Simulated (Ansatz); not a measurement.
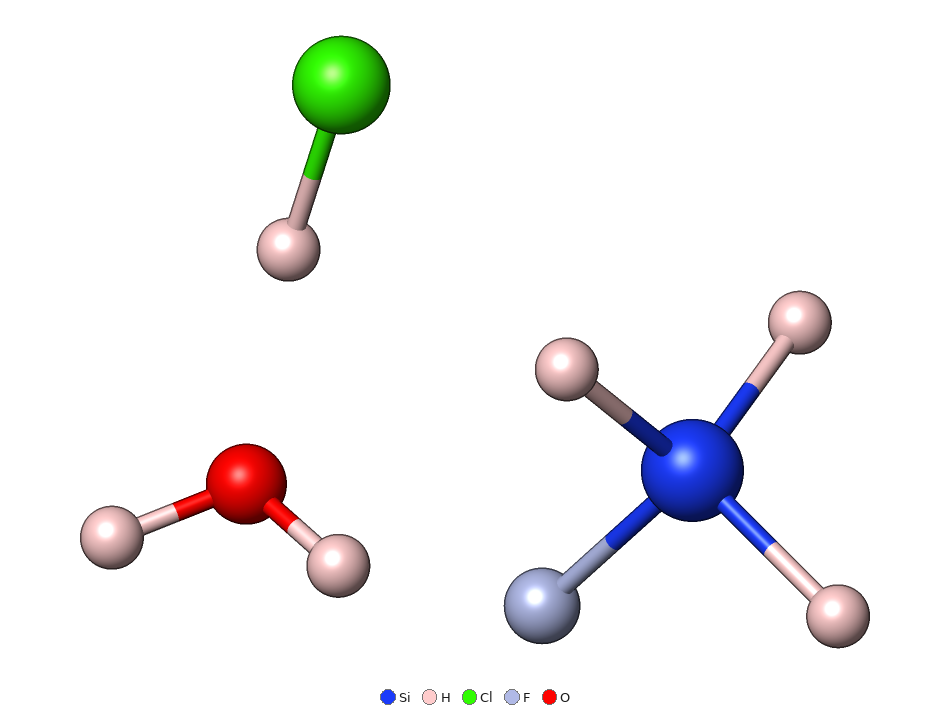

Harmonic vibrations computed with RKS PBE0-D4/def2-TZVP (Ansatz 0.2.0) at a stationary point of the same level.

Is this a minimum or a saddle point?

A minimum: no imaginary frequency, and the lowest mode lies at 27 cm⁻¹.

How many vibrational modes are there, and where do they lie?

24 modes: 27, 44, 79, 131, 152, 194, 219, 285, 438, 673, 715, 715, 804, 840, 943, 960, 977, 1629, 2252, 2276, 2288, 2453, 3783, 3918 cm⁻¹.
